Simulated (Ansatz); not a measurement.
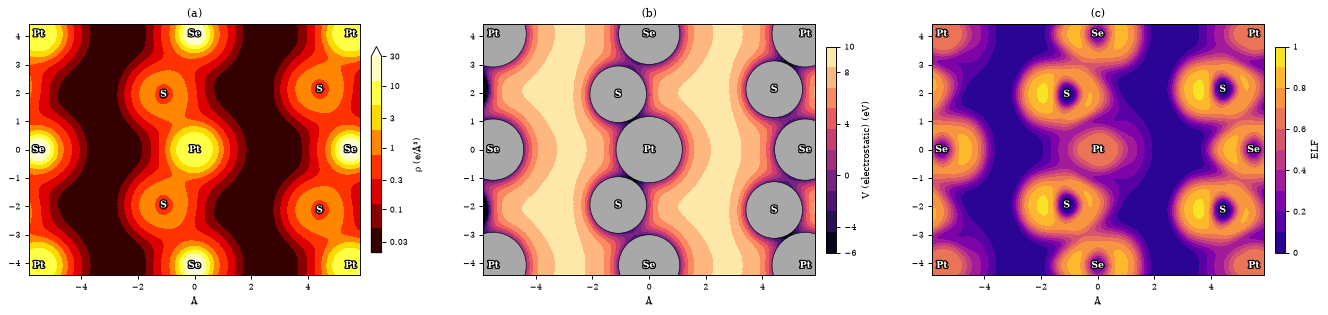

Figure 1: PtSeS$_{4}$. (a) valence electron density; (b) electrostatic potential (local pseudopotential plus Hartree) felt by an electron; (c) electron localisation function on the (11̄0) plane of the conventional cell. Grey discs cover the atomic cores in the potential map.

Space group I-42m; a structure generated by program, which may or may not match a known phase.

Computed with Ansatz 0.2.0, DFT PBE, scalar-relativistic, plane waves, PAW.

The density is the valence pseudo-density of a PAW calculation; it isn't the true density close to the nuclei.

Q: What does the map show?

A:
- The section cuts through Pt, Se and S sites.
- Pt–S (2.24 Å): ρ is about 0.87 e/Å³ halfway; the ELF peaks at about 0.75 in the valence shell of S, 0.8 Å from its nucleus, and is about 0.45 at the midpoint.
- Se–S (2.40 Å): ρ is about 0.56 e/Å³ halfway; the ELF peaks at about 0.75 in the valence shell of S, 0.8 Å from its nucleus, and is about 0.60 at the midpoint.
- The density dies away to nearly zero in the voids.
- The features right at Pt lie inside the PAW spheres, where the map follows smoothed inner orbitals and isn't to be read closely.
- Outside the cores the potential energy rises away from the atoms and is highest about 2.1 Å from the nearest atoms; its zero is arbitrary.
